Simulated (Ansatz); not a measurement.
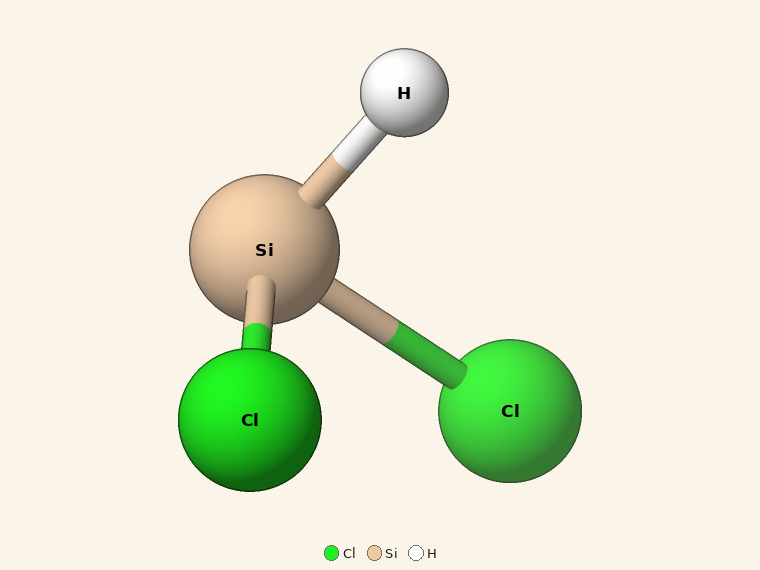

State: charge −1, singlet. Computed geometry: PBE0-D4/def2-TZVPD optimisation. No frequency run is at hand to confirm it as a minimum. Properties computed with RHF-CCSD(T), frozen core/def2-TZVPPD (Ansatz 0.2.0).

What does the calculation give?

The species is Cl₂HSi⁻ (`Cl[SiH-]Cl`).
- T1 diagnostic: 0.011
